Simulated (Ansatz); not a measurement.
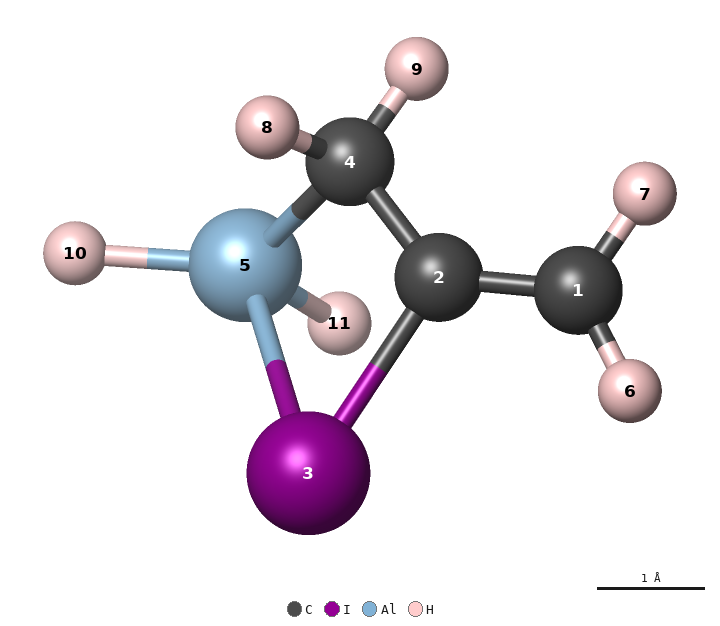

Computed geometry: PBE-D4/def2-SVP optimisation. No frequency run is at hand to confirm it as a minimum.

What are the angles C1–C2–I3, C1–C2–C4, C2–I3–Al5, C2–C4–Al5, C2–C4–H8, C2–C4–H9, I3–C2–C4, I3–Al5–C4, I3–Al5–H10, I3–Al5–H11, C4–Al5–H10, Al5–C4–H8?

```csv
angle,degrees
C1–C2–I3,117.2
C1–C2–C4,134.0
C2–I3–Al5,62.1
C2–C4–Al5,101.0
C2–C4–H8,111.5
C2–C4–H9,110.6
I3–C2–C4,108.2
I3–Al5–C4,72.3
I3–Al5–H10,106.3
I3–Al5–H11,101.9
C4–Al5–H10,118.9
Al5–C4–H8,106.3
```
